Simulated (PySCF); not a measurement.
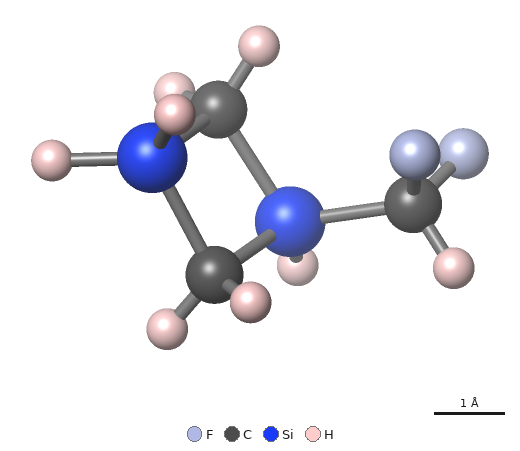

C3H8F2Si2, before the relaxation. A ball-and-stick model, seen at a tilt.

The start comes from GFN2-xTB. Its atoms were then displaced at random by about 0.01 Å.

Computed with PBE0-D3(BJ)/def2-SVP geometry optimisation, gas phase in PySCF 2.14.0, density-fitted response routines.

```xyz
15

F     1.8291   -0.7901    1.3584
C     2.1168   -0.0623    0.2282
F     2.8338    1.0108    0.6444
Si    0.5462    0.5256   -0.6796
C    -0.7733    1.1482    0.5794
Si   -1.8207   -0.4502    0.4076
C    -0.6029   -0.9907   -0.9983
H     2.8166   -0.6830   -0.3652
H     0.9676    1.3780   -1.7586
H    -1.2924    2.0526    0.2830
H    -0.3949    1.3477    1.5959
H    -3.1882   -0.2271   -0.0278
H    -1.8162   -1.3181    1.5711
H    -0.1640   -1.9590   -0.8616
H    -1.0728   -0.9998   -1.9840
```

**What does the optimiser find from here?**

The atom that moves furthest after the best rigid fit is F3 (0.27 Å). By element the largest moves are F 0.27 Å, H 0.23 Å, Si 0.12 Å, C 0.07 Å. Among the contacts that change: Si4–H9 1.438 → 1.495 Å, Si6–H12 1.452 → 1.496 Å, Si6–H13 1.452 → 1.492 Å, Si4–C5 1.927 → 1.892 Å. Among the angles between lasting bonds that change: C5–Si4–C7 87.4° → 92.6°, Si4–C5–Si6 92.6° → 87.4°, F1–C2–Si4 112.5° → 107.5°. After 9 geometry steps the energy has fallen by 0.257 eV. The run took 2.6 min on 1 thread of Arm Neoverse N1 (shared host).

Final geometry:

```xyz
15

F     1.6450   -0.9255    1.2626
C     2.0581   -0.0809    0.2704
F     2.6766    0.9763    0.8592
Si    0.4946    0.4992   -0.6841
C    -0.7341    1.2072    0.5686
Si   -1.7010   -0.4309    0.4169
C    -0.6012   -1.0058   -1.0373
H     2.8149   -0.6225   -0.3281
H     0.9157    1.3584   -1.8330
H    -1.2964    2.0832    0.2094
H    -0.3095    1.4482    1.5544
H    -3.1411   -0.2602    0.0490
H    -1.5940   -1.3004    1.6247
H    -0.1220   -1.9906   -0.9324
H    -1.1210   -0.9731   -2.0075
```

The end point in the same view:

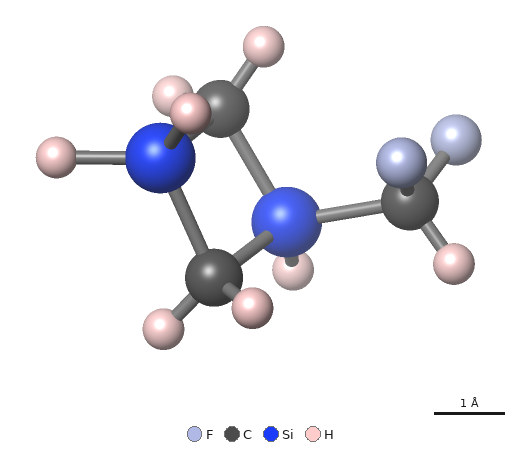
